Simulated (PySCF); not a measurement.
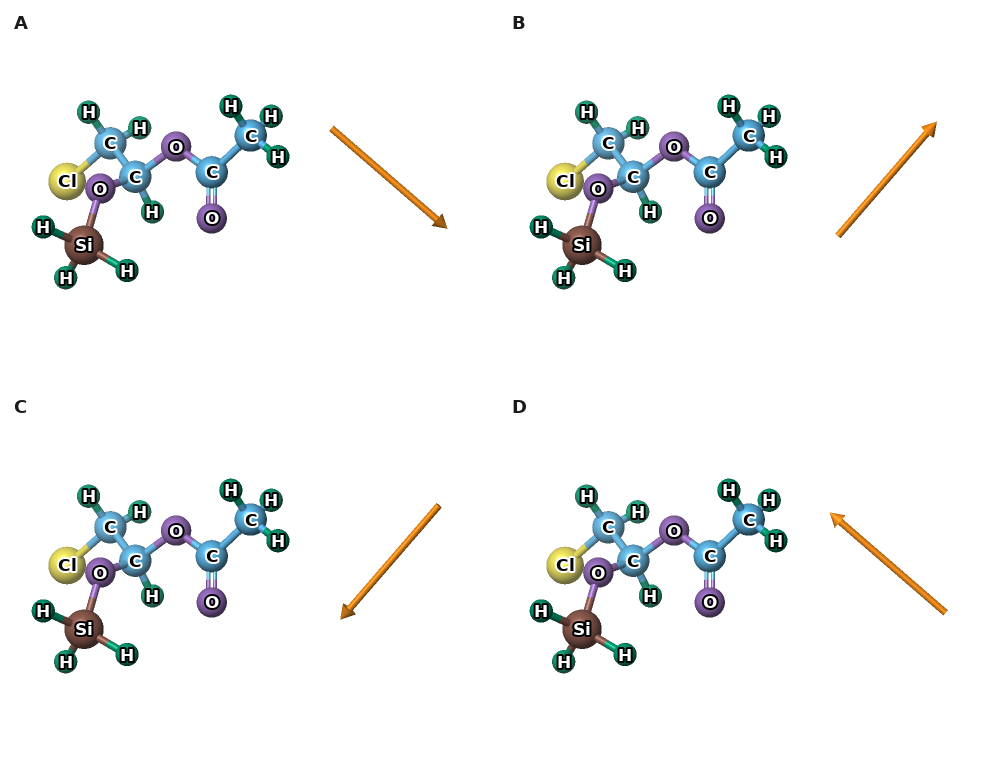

The same molecule four times, each with an arrow. Computed geometry: GFN2-xTB optimisation. No frequency run is at hand to confirm it as a minimum. Properties computed with PBE0/pcSseg-1, gas phase (PySCF 2.14.0).

> Which arrow points along the dipole moment, from the negative to the positive end?

B. The dipole moment is 2.36 D.

The geometry is semi-empirical. Around Si such bond lengths and angles can be off by a tenth of an ångström or more and by several degrees, and values that hang on the shape move with them.
